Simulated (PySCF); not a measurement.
C$_{6}$H$_{11}$O (SMILES [CH2]C[C@H](O)CC=C) (doublet)

```yaml
atoms:
  - { symbol: C, position_ang: [-2.3226, -0.3248, -0.7941] }
  - { symbol: C, position_ang: [-1.8191, -0.4528, 0.5769] }
  - { symbol: C, position_ang: [-0.4672, 0.3071, 0.8146] }
  - { symbol: O, position_ang: [-0.6470, 1.6935, 0.7301] }
  - { symbol: C, position_ang: [0.6085, -0.2021, -0.1589] }
  - { symbol: C, position_ang: [1.9462, 0.3779, 0.1687] }
  - { symbol: C, position_ang: [3.0162, -0.3395, 0.4552] }
  - { symbol: H, position_ang: [-2.8800, 0.5419, -1.0945] }
  - { symbol: H, position_ang: [-2.0916, -1.0603, -1.5396] }
  - { symbol: H, position_ang: [-2.5292, -0.0210, 1.2880] }
  - { symbol: H, position_ang: [-1.6446, -1.4994, 0.8335] }
  - { symbol: H, position_ang: [-0.1440, 0.1256, 1.8454] }
  - { symbol: H, position_ang: [-0.9401, 1.9059, -0.1649] }
  - { symbol: H, position_ang: [0.3147, 0.0900, -1.1731] }
  - { symbol: H, position_ang: [0.6492, -1.2908, -0.1134] }
  - { symbol: H, position_ang: [1.9873, 1.4587, 0.1804] }
  - { symbol: H, position_ang: [3.9632, 0.1137, 0.6929] }
  - { symbol: H, position_ang: [2.9913, -1.4173, 0.4545] }
```

Geometry: GFN2-xTB.

Level of theory: UKS B3LYP, pcH-1 on C H O, non-relativistic, mean-field spin-orbit, GIAO in PySCF.

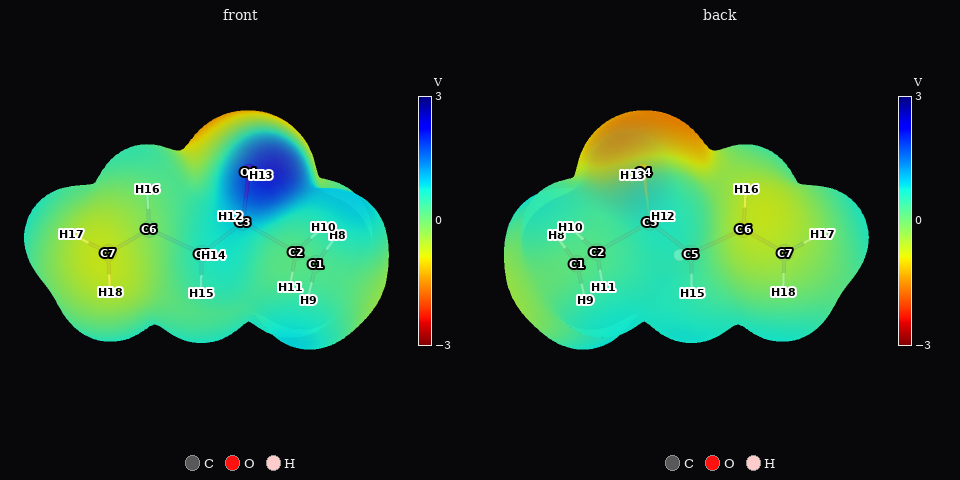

Figure 1. The electrostatic potential painted on the density surface at 0.002 e/bohr³, seen from the front and from behind; the colour scale runs from red (negative) to blue (positive).

Where is the surface potential most negative and most positive?

Answer. The most negative region (about −1.6 V) lies over O4, the most positive (about +2.1 V) over H13. O4 is the likeliest acceptor of a hydrogen bond.

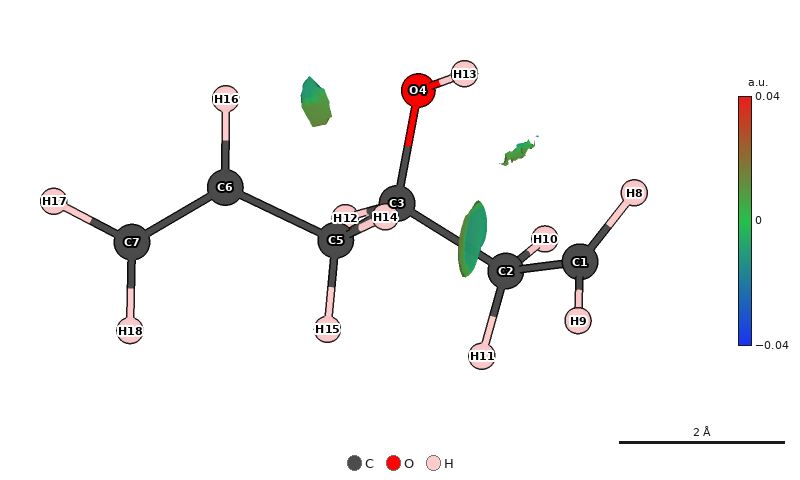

Figure 2. Non-covalent interaction (NCI) plot: the surface where the reduced density gradient is 0.5, for densities under 0.05 a.u., coloured by sign(λ₂)ρ; seen at a tilt.

Identify the weak interactions.

Answer. Near H13, H8 and C1: mostly steric crowding (olive to red); near H14, C1 and H9: mostly steric crowding (olive to red); near H16, O4 and C6: mostly steric crowding (olive to red).

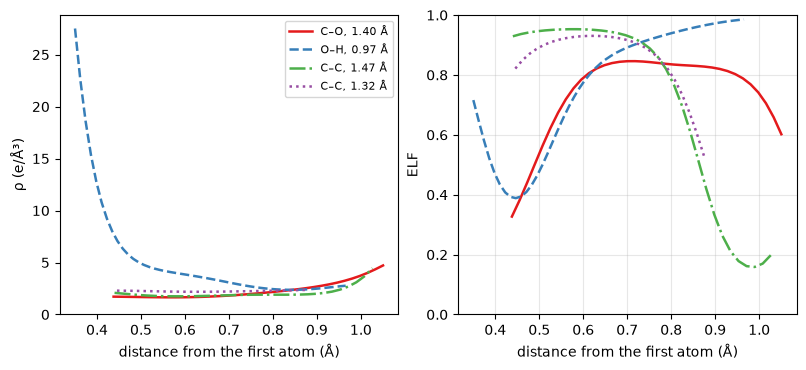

Figure 3. Total electron density and ELF along straight lines between neighbouring atoms. The curves leave out the atomic cores.

What can be read from the curves?

Answer. C–O (1.40 Å): the density is about 1.8 e/Å³ at the midpoint; the ELF peaks at about 0.85 between the atoms; a shared but strongly polarised pair.
O–H (0.97 Å): the density is about 5.3 e/Å³ at the midpoint; the ELF climbs to about 0.95 towards the hydrogen, as it does in any bond to H.
C–C (1.47 Å): ρ is about 1.9 e/Å³ halfway; the ELF peaks at about 0.95 between the atoms (localised, covalent bonding).
C–C (1.32 Å): ρ at the midpoint is about 2.2 e/Å³; the ELF peaks at about 0.95 between the atoms; a multiple bond.
